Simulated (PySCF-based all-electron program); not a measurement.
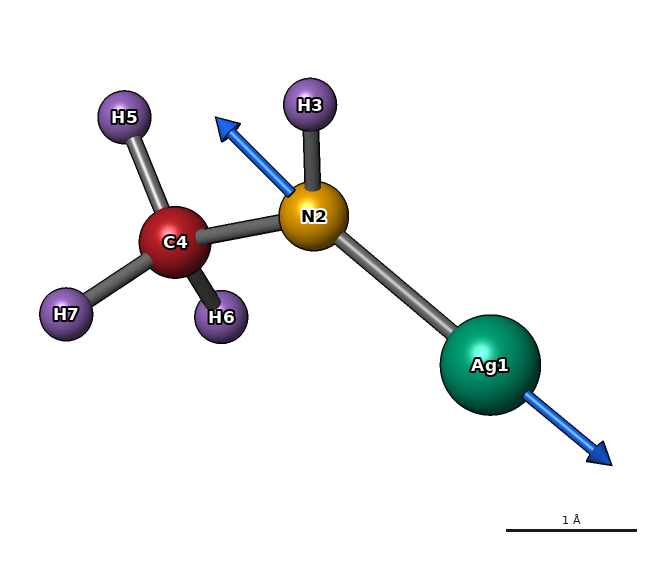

Arrows show the forces on the atoms, 0.2 Å of arrow for 1 eV/Å; forces under a tenth of the largest aren't drawn. The species is neutral and a spin singlet. Level of theory: PBE, all-electron, scalar-relativistic (Koelling-Harmon), large uncontracted Gaussian sets (PySCF-based all-electron program).

Question: Which bond do the forces act along most?

Answer: Ag1–N2, now 1.809 Å: the forces push its atoms apart, so a first step downhill lengthens it.

List the force components in the frame of the picture (x right, y up, z towards the viewer), in eV/Å.

```json
{"atom": "Ag1", "Fx": "3.39", "Fy": "−2.81", "Fz": "0.81"}
{"atom": "N2", "Fx": "−2.98", "Fy": "3.00", "Fz": "−0.74"}
{"atom": "H3", "Fx": "−0.19", "Fy": "−0.26", "Fz": "−0.23"}
{"atom": "C4", "Fx": "0.04", "Fy": "0.00", "Fz": "0.30"}
{"atom": "H5", "Fx": "0.05", "Fy": "−0.06", "Fz": "−0.04"}
{"atom": "H6", "Fx": "−0.14", "Fy": "0.16", "Fz": "0.10"}
{"atom": "H7", "Fx": "−0.18", "Fy": "−0.03", "Fz": "−0.19"}
```
